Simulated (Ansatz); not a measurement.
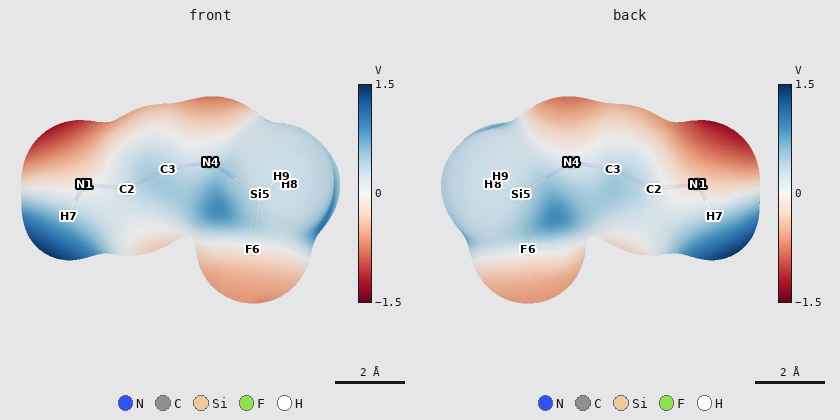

Figure. C2H3FN2Si. The molecular electrostatic potential painted on the density surface at 0.001 e/bohr³, seen from the front and from behind; red is negative and blue positive.

These are results of UKS PBE-D4/6-31G* in Ansatz 0.2.0, not measurements.

Input

```
crystal:
  periodic: [false, false, false]
  atoms:
    - { symbol: "N", position_ang: [2.5618, -1.1175, -1.7007] }
    - { symbol: C, position_ang: [1.5712, -0.8454, -1.0459] }
    - { symbol: C, position_ang: [0.5808, -0.6014, -0.3756] }
    - { symbol: "N", position_ang: [-0.2464, -0.3456, 0.2993] }
    - { symbol: Si, position_ang: [-1.6169, 0.5294, 1.0167] }
    - { symbol: F, position_ang: [-1.3848, 2.1033, 0.707] }
    - { symbol: H, position_ang: [3.0802, -0.2198, -1.9055] }
    - { symbol: H, position_ang: [-2.8684, 0.1093, 0.4443] }
    - { symbol: H, position_ang: [-1.589, 0.3415, 2.5433] }
magnetization:
  spin_polarized: true
basis:
  gaussian: { orbitals: "6-31G*" }
hamiltonian:
  xc: pbe
  dispersion: d4
relax:
  f_tol: 0.02
  max_steps: 50
output:
  orbitals: {}
```

Run with:

```sh
ansatz run input.yaml --threads 2 --pin off --max-ram 3072MiB --backend cpu --events-out ev --progress --plain --runs-dir out
```

The fields are those of the relaxed geometry.

Describe the electrostatic potential map.

Answer. The most negative region (about −1.3 V, or −30 kcal/mol for a unit charge) lies over N1, the most positive (about +1.4 V, or +32 kcal/mol for a unit charge) over H7. N1 is the likeliest acceptor of a hydrogen bond.
